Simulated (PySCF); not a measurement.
SMILES CC[CH]CCC(C)=O (C₇H₁₃O), doublet at its GFN2-xTB optimised geometry (Å):

```
21

C     -1.0567     4.7911     2.9687
C     -0.3043     3.4873     3.3052
C      0.2492     2.8408     2.0968
C     -0.5061     1.8488     1.3071
C      0.3439     0.6129     0.9630
C     -0.3611    -0.3166     0.0000
C      0.1718    -1.7291     0.0000
O     -1.2686     0.0367    -0.7084
H     -1.4430     5.2483     3.8767
H     -1.8875     4.5812     2.3001
H     -0.3884     5.4953     2.4795
H      0.5019     3.7348     4.0023
H     -1.0008     2.8110     3.8074
H      1.1735     3.2168     1.6892
H     -0.8412     2.2731     0.3494
H     -1.3991     1.5314     1.8495
H      0.6228     0.0715     1.8684
H      1.2686     0.9379     0.4770
H     -0.2030    -2.2731    -0.8629
H     -0.1678    -2.2304     0.9050
H      1.2587    -1.7291     0.0000
```

Computed with PySCF 2.14.0 with unrestricted PBE0/def2-SVP. Cells within 0.4 Å of a nucleus heavier than hydrogen are left out (blank, or x).

Map of the deformation density (molecule minus spherical neutral atoms) (e/bohr³) on the plane z = 1.0 Å:

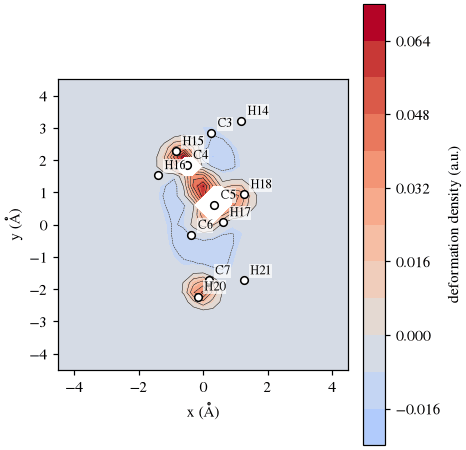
Figure. Deformation density (molecule minus spherical neutral atoms) (e/bohr³) on the plane z = 1.0 Å.
